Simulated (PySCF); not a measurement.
**What a change does: NMR shielding calculation on N2HO**

System: N2HO (Protonated Nitrous Oxide), charge +1, SMILES N#[N+]O.
Method of run A: GIAO wB97X-D/pcSseg-2 NMR shielding, non-relativistic, IEF-PCM chloroform (PySCF 2.14.0).

The geometry comes from this level: PBE0-D3(BJ)/def2-TZVP. Text and figures count atoms from 1; the logs count them from 0 in places.

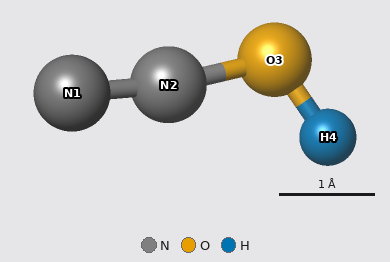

The input geometry (ball-and-stick view, seen at a tilt; atoms are numbered from 1 in the order of the input). Bond lengths as drawn: H–O 0.99 Å, N–N 1.10 Å and N–O 1.25 Å.

Input, run A:
```
{"job": {"kind": "nmr", "xc": "wB97X-D", "basis": "pcSseg-2", "pop": false, "solvent": "chloroform"}, "charge": 1, "multiplicity": 1}
N      1.562557     0.009439    -0.404707
N      0.485708    -0.061840    -0.206743
O     -0.700722    -0.248226     0.143360
H     -1.309807     0.275046    -0.436437
```

The first line tells a small driver script what to run in PySCF; the rest is the geometry in Å.

Command:
```bash
OMP_NUM_THREADS=1 python <driver script> task.json out
```

Hardware: 1 CPU thread, shared host.

Output (run A):
```
coarse grid: 3832 points
cycle   1  E = -184.8846915695  dE =  1.019e+00  |g| = 7.509e-01  |ddm| = 1.577e+00
cycle   2  E = -184.8557563054  dE =  2.894e-02  |g| = 9.576e-01  |ddm| = 8.147e-01
cycle   3  E = -184.9986123918  dE = -1.429e-01  |g| = 1.450e-01  |ddm| = 4.829e-01
cycle   4  E = -185.0015525152  dE = -2.940e-03  |g| = 7.075e-02  |ddm| = 1.188e-01
cycle   5  E = -185.0024063304  dE = -8.538e-04  |g| = 2.022e-02  |ddm| = 3.573e-02
cycle   6  E = -185.0024750121  dE = -6.868e-05  |g| = 1.957e-03  |ddm| = 8.850e-03
cycle   7  E = -185.0024765152  dE = -1.503e-06  |g| = 4.977e-04  |ddm| = 3.448e-03
final grid: 38568 points
cycle   8  E = -185.0025359693  dE = -6.087e-05  |g| = 3.131e-03  |ddm| = 4.077e-02
cycle   9  E = -185.0025373122  dE = -1.343e-06  |g| = 1.790e-03  |ddm| = 5.042e-03
cycle  10  E = -185.0025376878  dE = -3.755e-07  |g| = 1.018e-03  |ddm| = 1.655e-03
cycle  11  E = -185.0025378668  dE = -1.790e-07  |g| = 2.551e-04  |ddm| = 6.630e-04
cycle  12  E = -185.0025378808  dE = -1.404e-08  |g| = 6.927e-05  |ddm| = 2.017e-04
cycle  13  E = -185.0025378817  dE = -9.148e-10  |g| = 2.471e-05  |ddm| = 5.300e-05
converged SCF energy = -185.0025378817

GIAO shielding tensors (ppm)
atom      isotropic    diamagn.    paramagn.     s11        s22        s33       span
  0 N       -8.421     320.801    -329.222   -195.326   -142.753    312.817    508.143
  1 N       19.987     323.360    -303.373   -156.558   -134.389    350.908    507.466
  2 O      175.654     382.024    -206.370     30.666    121.630    374.667    344.001
  3 H       21.234      24.089      -2.855     15.200     15.961     32.542     17.342
```

For run B the input was changed thus:
```diff
-"xc": "wB97X-D"
+"xc": "WP04"
```

Predict how the results change.

The total energies belong to different methods, so their difference says nothing on which is more stable or more accurate. The HOMO goes from −15.97 to −15.43 eV. The LUMO goes from −2.44 to −7.20 eV. Of all shieldings, the largest change is that of O3, by −26.6 ppm. The functional changes from wB97X-D to WP04. Exact exchange removes part of the self-interaction error of semilocal functionals, which pushes filled and empty levels apart. The SCF takes 14 iterations against 13.

Output (run B):
```
coarse grid: 3832 points
cycle   1  E = -188.5889663358  dE =  1.058e+00  |g| = 7.373e-01  |ddm| = 1.559e+00
cycle   2  E = -188.3434325773  dE =  2.455e-01  |g| = 1.421e+00  |ddm| = 9.588e-01
cycle   3  E = -188.6810928074  dE = -3.377e-01  |g| = 1.107e-01  |ddm| = 7.089e-01
cycle   4  E = -188.6788744842  dE =  2.218e-03  |g| = 1.477e-01  |ddm| = 1.136e-01
cycle   5  E = -188.6832070522  dE = -4.333e-03  |g| = 1.115e-02  |ddm| = 6.608e-02
cycle   6  E = -188.6832256365  dE = -1.858e-05  |g| = 1.952e-03  |ddm| = 3.671e-03
cycle   7  E = -188.6832264984  dE = -8.619e-07  |g| = 3.503e-04  |ddm| = 1.798e-03
final grid: 38568 points
cycle   8  E = -188.6866386279  dE = -4.135e-05  |g| = 3.244e-03  |ddm| = 2.104e-02
cycle   9  E = -188.6866357867  dE =  2.841e-06  |g| = 4.906e-03  |ddm| = 5.778e-03
cycle  10  E = -188.6866400404  dE = -4.254e-06  |g| = 1.643e-03  |ddm| = 3.230e-03
cycle  11  E = -188.6866404281  dE = -3.877e-07  |g| = 7.831e-04  |ddm| = 9.331e-04
cycle  12  E = -188.6866405331  dE = -1.050e-07  |g| = 1.416e-04  |ddm| = 3.708e-04
cycle  13  E = -188.6866405369  dE = -3.755e-09  |g| = 1.222e-05  |ddm| = 9.351e-05
cycle  14  E = -188.6866405369  dE = -2.439e-11  |g| = 1.567e-06  |ddm| = 7.363e-06
converged SCF energy = -188.6866405369

GIAO shielding tensors (ppm)
atom      isotropic    diamagn.    paramagn.     s11        s22        s33       span
  0 N      -19.470     318.878    -338.349   -210.091   -160.439    312.120    522.211
  1 N       13.107     323.435    -310.327   -166.499   -143.854    349.675    516.174
  2 O      149.103     382.140    -233.036    -12.327     89.729    369.908    382.234
  3 H       20.842      23.578      -2.736     15.202     15.730     31.594     16.392
```

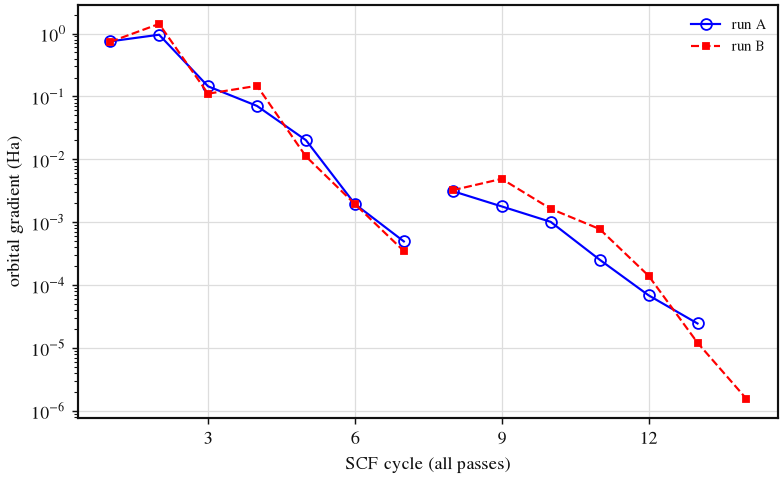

Convergence of the two runs: orbital gradient against the SCF cycle. A break in a curve parts two SCF passes (coarse and final grid). Run A takes 13 cycles in all, and run B takes 14.

The two runs side by side:

| quantity | run A | run B |
| --- | --- | --- |
| outcome | converged | converged |
| total energy (hartree) | −185.002538 | −188.686641 |
| HOMO (eV) | −15.97 | −15.43 |
| LUMO (eV) | −2.44 | −7.20 |
| shielding of N1 (ppm) | −8.4 | −19.5 |
| shielding of N2 (ppm) | 20.0 | 13.1 |
| shielding of O3 (ppm) | 175.7 | 149.1 |
| shielding of H4 (ppm) | 21.2 | 20.8 |
| SCF iterations | 13 | 14 |
| basis functions | 122 | 122 |
| wall time (shared host) | 3.8 s | 2.9 s |
